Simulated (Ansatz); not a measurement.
## BaTiO3 (Barioperovskite): converging the G0W0 gap

Aim: see how the G0W0 gap of BaTiO3 (Barioperovskite) on LDA moves with empty bands and screening cutoff, and what each rung costs.

Main program and level: Ansatz 0.2.0; G0W0 on LDA, plane waves, PAW.

### Step 1. The starting structure

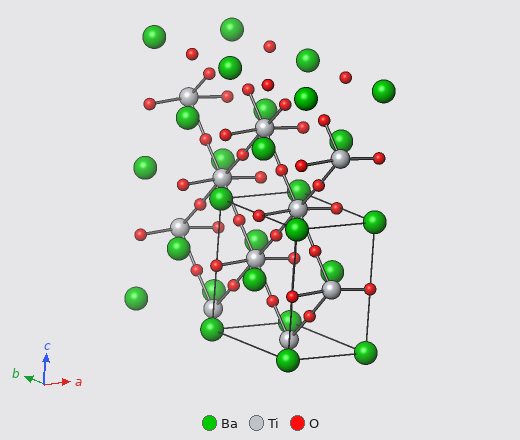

The cell as given, slightly off an axis (barium green, titanium light grey, oxygen red). 1×2×2 cells are drawn. This picture shows the conventional cell, with its axes. Some periodic images of atoms are drawn too.

The cell and positions come from the Crystallography Open Database and are kept as given unless a step says otherwise. Spin-orbit coupling is left out unless a step names it.

### Step 2. 168 empty bands, screening to 110 eV

Now the one-shot GW correction: screening in the RPA, then the self-energy of the levels asked for. This step takes hard PAW files.

input.yaml reads:

```yaml
crystal:
  lattice:
    - [3.9855, 0.0, 0.0]
    - [0.0, 2.8369, 2.84515]
    - [0.0, -2.8369, 2.84515]
  atoms:
    - { symbol: Ba, position: [0.0, 0.0, 0.0] }
    - { symbol: Ti, position: [0.5, 0.5124, 0.5124] }
    - { symbol: O, position: [0.0, 0.4874, 0.4874] }
    - { symbol: O, position: [0.5, 0.50524, 0.99184] }
    - { symbol: O, position: [0.5, 0.99184, 0.50524] }
kpoints:
  mp_grid: { grid: [6, 6, 6] }
hamiltonian:
  xc: lda
  pseudopotentials: { kind: paw, source: ansatz }
scf:
  occupations: { method: fixed }
gw:
  n_empty_bands: 168
  ecut_chi: 110.0
  qp_bands: [v2, c2]
  qp_kpoints: band_edges
  screening: { model: contour_deformation }
```

Started as:

```
$ ansatz run input.yaml --threads 4 --pin off --max-ram 138240MiB --backend cuda --events-out ev --progress --plain --runs-dir out --devices 1 --max-vram 26GiB
```

Numbers of over 12 decimals in the logs are rounded to 6 here.

The log of the run:

```text
GPUs: using 1 of 1 available (devices: 1).
Engine: ansatz 0.2.0, x86_64-unknown-linux-gnu
Pseudopotentials: kind: paw
Pseudopotential: Ba, paw, valence charge 10, recommended cutoff 300 eV (normal), Ba.paw.azcp
Pseudopotential: Ti, paw, valence charge 12, recommended cutoff 740 eV (normal), Ti.paw.azcp
Pseudopotential: O, paw, valence charge 6, recommended cutoff 930 eV (normal), O.paw.azcp
Functional definition: SPW92
  exchange = slater_x
  correlation = pw_c
device memory: the entry about to start is reckoned to put 3.1 GiB on a device that reports 44.8 GiB free (of which the cap on the GPU budget leaves the run 26.0 GiB)
GPU FFT provider: cuFFT
GPU libraries: cuBLAS 13.8.2, cuFFT 12.4.0, cuSOLVER 12.3.4
Crystal: 5 atoms, lattice volume = 64.337 Å³
Basis set: ecut = 930 eV, 4123 PW (Γ)
Bands: 25, of which v1, the nominal top of the filled ones, is band 20 counted from 1 (19 counted from 0)
Symmetry: 4 space group operations
Space group: Amm2 (ITA 38), of the structure as read, at distance tolerance 4.0e-5 Å
k-points: 52 of 216 (time reversal used)
Non-local potential: Ba, projectors of the file, l = 0: 3, l = 1: 2, l = 2: 2, l = 3: 2
Non-local potential: Ti, projectors of the file, l = 0: 2, l = 1: 2, l = 2: 2, l = 3: 1
Non-local potential: O, projectors of the file, l = 0: 2, l = 1: 2, l = 2: 1
PAW form: soft (Blöchl's): semilocal exchange-correlation on the pseudo side does not see the compensation charge
PAW frozen core: Ba, regenerated for the run's functional, and the local potential with it (the file was generated under x = pbe(κ = 0.804, μ = 0.219515), c = pbe(β = 0.066725))
PAW frozen core: Ti, regenerated for the run's functional, and the local potential with it (the file was generated under x = pbe(κ = 0.804, μ = 0.219515), c = pbe(β = 0.066725))
PAW frozen core: O, regenerated for the run's functional, and the local potential with it (the file was generated under x = pbe(κ = 0.804, μ = 0.219515), c = pbe(β = 0.066725))
PAW one-centre angular grid: Ba, 194 points (default); XC on 64 Gauss nodes
PAW one-centre angular grid: Ti, 590 points (default); XC on 64 Gauss nodes
PAW one-centre angular grid: O, 110 points (default); XC on 64 Gauss nodes
Initial density: superposition of atomic densities (chi_scale 0.1, normalization cell, long waves kept (reshape's long-wave potential 0.00 eV rms))
Initial wavefunctions: pseudopotential atomic-orbital guess
GPU buffer pool allocated for 91125 grid points (all kernels)
GPU transforms: local potential and band sums: pruned to the plane-wave sphere, on 45×45×45
Functional: x = slater, c = lda
SCF iter   1: F=—  HF=-9892.498740 eV  |F-HF|=—  |Δ(HF+E_count)|=         —  Δρ=8.99e-2  dr2=6.92e0  ethr=3.10e-3  ⟨swp⟩=4.1  Hψ=5162  notcnv=0  defer=78
preconditioner: auto → Resta (q_TF=auto, 2.521 Å⁻¹)  ε∞=5.1  [insulator: Δε(μ)=3.882 eV  Ē_g=12.516 eV  n_scr=18 (ndim 8)  ℏωp=25.4 eV  f_vac=0.002  ε∞_Penn≈5.1]
SCF iter   2: F=—  HF=-9890.658295 eV  |F-HF|=—  |Δ(HF+E_count)|=    1.84e0  Δρ=4.94e-2  dr2=9.66e-1  ethr=3.10e-3  ⟨swp⟩=3.5  Hψ=3147  notcnv=0  defer=105
SCF iter   3: F=—  HF=-9890.407642 eV  |F-HF|=—  |Δ(HF+E_count)|=   2.51e-1  Δρ=2.02e-2  dr2=2.82e-1  ethr=2.42e-3  ⟨swp⟩=2.1  Hψ=2303  notcnv=0  defer=109
SCF iter   4: F=—  HF=-9890.337916 eV  |F-HF|=—  |Δ(HF+E_count)|=   6.97e-2  Δρ=8.79e-3  dr2=4.15e-2  ethr=7.05e-4  ⟨swp⟩=2.3  Hψ=1867  notcnv=0  defer=133
SCF iter   5: F=—  HF=-9890.330355 eV  |F-HF|=—  |Δ(HF+E_count)|=   7.56e-3  Δρ=3.79e-3  dr2=1.28e-2  ethr=1.04e-4  ⟨swp⟩=3.0  Hψ=3027  notcnv=0  defer=154
SCF iter   6: F=—  HF=-9890.327987 eV  |F-HF|=—  |Δ(HF+E_count)|=   2.37e-3  Δρ=9.13e-4  dr2=5.57e-4  ethr=3.20e-5  ⟨swp⟩=2.6  Hψ=1839  notcnv=0  defer=153
SCF iter   7: F=—  HF=-9890.327987 eV  |F-HF|=—  |Δ(HF+E_count)|=   8.49e-7  Δρ=9.23e-4  dr2=6.50e-4  ethr=1.39e-6  ⟨swp⟩=2.1  Hψ=1843  notcnv=0  defer=145
SCF iter   8: F=—  HF=-9890.327921 eV  |F-HF|=—  |Δ(HF+E_count)|=   6.57e-5  Δρ=6.24e-4  dr2=3.25e-4  ethr=1.39e-6  ⟨swp⟩=1.1  Hψ=1251  notcnv=0  defer=61
SCF iter   9: F=—  HF=-9890.327868 eV  |F-HF|=—  |Δ(HF+E_count)|=   5.34e-5  Δρ=2.16e-4  dr2=3.98e-5  ethr=8.12e-7  ⟨swp⟩=1.9  Hψ=1328  notcnv=0  defer=55
SCF iter  10: F=—  HF=-9890.327861 eV  |F-HF|=—  |Δ(HF+E_count)|=   7.00e-6  Δρ=1.88e-5  dr2=3.04e-7  ethr=9.96e-8  ⟨swp⟩=1.2  Hψ=1318  notcnv=0  defer=56
SCF iter  11: F=-9890.327861 eV  HF=-9890.327861 eV  |F-HF|=3.42e-10  |Δ(HF+E_count)|=   3.10e-8  Δρ=1.52e-6  dr2=5.76e-10  ethr=2.50e-10  ⟨swp⟩=9.8  Hψ=5289  notcnv=0
SCF 1 converged in 11 iterations: F = -9890.327861 eV  dr2 = 5.76e-10
  greatest PAW one-centre occupation: 0.927 electrons in one spin orbital (limit 2), on the Ti atom at site 1 (counted from 0), in its partial waves of l = 0
device memory: the entry about to start is reckoned to put 3.2 GiB (of the 3.6 GiB reckoned in all, the device holds 0.4 GiB already) on a device that reports 44.4 GiB free (of which the cap on the GPU budget leaves the run 25.6 GiB)
NSCF: frozen V_eff on 52 k-points, pencils in batches of 32, up to order 100
the band table was solved once the SCF had ended and its energy, with any forces and stress, was formed, with the checks that follow a solve (6032 applications of the Hamiltonian). They found nothing against the state; the energy, forces and stress were not computed again (output.eigenvalues in the input reference)
device memory: the entry about to start is reckoned to put 6.7 GiB on a device that reports 44.8 GiB free (of which the cap on the GPU budget leaves the run 26.0 GiB)
NSCF: frozen V_eff on 52 k-points
G₀W₀ screening: q 1/52
[... further progress lines ...]
device memory: the entry about to start is reckoned to put 0.7 GiB on a device that reports 40.9 GiB free (of which the cap on the GPU budget leaves the run 26.0 GiB)
NSCF: frozen V_eff on 1 k-points
device memory: the entry about to start is reckoned to put 0.6 GiB on a device that reports 40.9 GiB free (of which the cap on the GPU budget leaves the run 26.0 GiB)
NSCF: frozen V_eff on 1 k-points
SCF converged after 11 iterations
Free energy (F): -9890.327861 eV
Harris-Foulkes:  -9890.327861 eV  (|F-HF|=3.42e-10)
Internal energy: -9890.327861 eV  (E = F + TS)
E sigma→0 (E₀):  -9890.327861 eV
Fermi energy:    9.898255 eV
--- Per-component energies (eV) ---
  E_band       = -151.045629
  E_kinetic    = 1420.056079
  E_local      = -3005.781883  (includes V_loc(G=0)·N_el)
  E_nonlocal   = 657.479296
  E_hartree    = 831.641969
  E_xc         = -816.096518
  E_vxc        = -777.530146  (∫ρ·V_xc dr)
  E_paw        = -6163.267605  (= ΣΔE_a)
  E_vpaw       = -108.553077  (= ΣTr[D̂ρ^β])
  E_aug_tail   = 0.000048  (compensation charges beyond the density's cutoff)
  E_ewald      = -2815.256928
  E_core_change = 0.897681  (= ΣΔE_core)
  E_smearing   = -0.000000  (= −TS)
  E_closure    = -0.000000  (closes the sum)
  Σ components = -9890.327861   (vs F -9890.327861, Δ=0.00e0)
--- Band table (eV; the first three rows and the last of 52) ---
  k-point 0: bands = [... 16 lower, 8.7693, 9.5762, 9.6865, 9.7322, 11.7200, 11.7834, 11.9476, 14.0043, ... 1 higher]
  k-point 1: bands = [... 16 lower, 8.6122, 9.1142, 9.4378, 9.5617, 11.8417, 12.2498, 12.3233, 14.0393, ... 1 higher]
  k-point 2: bands = [... 16 lower, 8.2586, 8.3554, 9.2080, 9.2998, 11.9155, 13.0640, 13.1067, 14.0389, ... 1 higher]
  k-point 51: bands = [... 16 lower, 7.5566, 9.8500, 9.8883, 9.8983, 14.0839, 14.1260, 14.1374, 16.5574, ... 1 higher]
--- G₀W₀: contour deformation, 7 samples at zero and on the imaginary axis and 2 off it, 216 q-points, 168 empty bands' worth ---
  eigenvalues of the whole cell's RPA ε∞ on this k-mesh (on a slab, of 1 + 4πα/V) = 6.2158, 6.3274, 6.4461; static W/v taken at q = 0 is 0.157980
  gw.qp_kpoints: band_edges: 36 of 52 stored k-points solved, in 1 pass; an edge of the gap read off the rows below is read off those points alone
    valence top: of the k-points left out ik 17 came nearest to being solved in a further pass, in band 19 (counted from 1, as in the quasiparticle table): it holds the edge there only if its correction is more favourable than any solved in that band by at least 0.557 eV; those differ by 0.130 eV
    conduction bottom: of the k-points left out ik 27 came nearest to being solved in a further pass, in band 21 (counted from 1, as in the quasiparticle table): it holds the edge there only if its correction is more favourable than any solved in that band by at least 0.548 eV; those differ by 0.062 eV
  `?` marks the rows in doubt; gw_qp.tsv's column doubts and the gw_qp event give each row's grounds
    ik  band        ε_KS         Σx   Σc(E_QP)       V_xc       Z   E_QP_lin       E_QP  E_QP is
     0    19      9.6865   -25.8098     4.3342   -21.4055  0.7249     9.6164     9.6165  root
     0    20      9.7322   -25.9088     4.3883   -21.4463  0.7251     9.6579     9.6581  root
     0    21     11.7200   -12.6481    -6.3704   -20.5265  0.7362    13.2777    13.2280  root
     0    22     11.7834   -12.7710    -6.2660   -20.5334  0.7355    13.3291    13.2799  root
     1    19      9.4378   -25.2097     4.0796   -21.0823  0.7231     9.3900     9.3900  root
     1    20      9.5617   -25.6710     4.3303   -21.2699  0.7238     9.4909     9.4910  root
     1    21     11.8417   -12.9634    -6.3068   -20.7728  0.7335    13.3946    13.3442  root
     1    22     12.2498   -13.5469    -6.2465   -21.2734  0.7247    13.7830    13.7298  root
     2    19      9.2080   -25.3083     4.2818   -20.9443  0.7207     9.1256     9.1258  root
     2    20      9.2998   -25.6272     4.4562   -21.0729  0.7213     9.2015     9.2017  root
     2    21     11.9155   -13.0960    -6.4059   -21.0231  0.7307    13.4900    13.4367  root
     2    22     13.0640   -14.3859    -6.6814   -22.5562  0.7023    14.6242    14.5530  root
     3    19      9.1073   -25.3877     4.3899   -20.8966  0.7199     9.0058     9.0061  root
     3    20      9.1881   -25.6738     4.5492   -21.0080  0.7204     9.0713     9.0716  root
     3    21     11.9480   -13.1515    -6.4683   -21.1520  0.7293    13.5352    13.4801  root
     3    22     13.4440   -14.7001    -7.0106   -23.2009  0.6896    15.0202    14.9342  root
     4    19      9.2351   -24.9693     4.0089   -20.9168  0.7221     9.1915     9.1916  root
     4    20      9.4400   -25.4745     4.4193   -20.9673  0.7181     9.3520     9.3522  root
     4    21     12.3015   -13.7624    -6.2978   -21.5474  0.7215    13.8438    13.7888  root
     4    22     12.3485   -13.7218    -6.2402   -21.4417  0.7234    13.8823    13.8282  root
     8    19      9.2646   -25.0588     4.0454   -20.9683  0.7220     9.2194     9.2195  root
     8    20      9.4169   -25.4542     4.4186   -20.9499  0.7177     9.3311     9.3313  root
     8    21     12.1813   -13.3888    -6.3614   -21.2477  0.7256    13.7334    13.6789  root
     8    22     12.4549   -14.0060    -6.2253   -21.7060  0.7196    13.9852    13.9296  root
[...]
49    21     13.9274   -14.6532    -7.5071   -23.6390  0.6756    15.5043    15.4062  root
    49    22     13.9367   -14.6534    -7.5306   -23.6644  0.6748    15.5166    15.4170  root
    50    19      9.5593   -25.2381     4.7230   -20.3873  0.7126     9.4312     9.4315  root
    50    20      9.6808   -25.4422     4.7445   -20.5894  0.7127     9.5723     9.5726  root
    50    21     13.7008   -14.5390    -7.2791   -23.3024  0.6838    15.2765    15.1851  root
    50    22     13.8379   -14.3324    -7.5118   -23.3315  0.6800    15.4208    15.3253  root
    51    19      9.8883   -25.7471     4.7565   -20.8967  0.7147     9.7942     9.7944  root
    51    20      9.8983   -25.7410     4.7479   -20.9020  0.7147     9.8070     9.8072  root
    51    21     14.0839   -14.6489    -7.6979   -23.8250  0.6699    15.6650    15.5621  root ?
    51    22     14.1260   -14.6780    -7.7753   -23.9302  0.6674    15.7093    15.6029  root ?
```

Wall time 93 s (1 × NVIDIA H100 80GB HBM3 (shared by 3 runs) with 4 threads of AMD EPYC 7R13 (Zen 3), shared host); peak memory 2.1 GiB.

The column dr2 measures how far the density is from self-consistency, as an energy; F and HF (Harris–Foulkes) agree once it is small.

This step gave:

- bands summed: 188
- RPA ε∞ on this mesh (eigenvalues): 6.216, 6.327, 6.446
- plane waves in the screening matrix: 171
- q-points in the mesh: 216
- G0W0 gap on the mesh: 3.421 eV
- k of the valence top: -0.5, -0.5, -0.5
- k of the conduction bottom: 0, 0, 0
- starting gap on the mesh: 1.822 eV
- Z at the valence top: 0.7147
- Z at the conduction bottom: 0.7362
- least direct G0W0 gap on the computed points: 3.570 eV

The gap on the mesh goes from 1.82 eV to 3.42 eV, a correction of +1.60 eV. Between the two edge states, bare exchange in place of the xc potential would open the gap by 12.72 eV, and correlation takes back 11.12 eV.

(Continued in part 2 of 2.)

[Paths, hosts, dates, memory and timing lines, banners, echoed tables and standing remarks are left out of the program output.]

[Logs are printed without paths, hosts, clocks, repeated set-up lines and the standing remarks that a program may print on its own settings, such as how far it seeks lower states.]

[Runs of the session that timed out or met a known fault of the program may be left out.]

[Cells called generated may have been cut or substituted from an entry of the Crystallography Open Database or the Materials Project.]

[Hosts, paths, dates, database ids (printed as entryN), source tags and the programs' standing remarks are cut or masked in the printed files.]
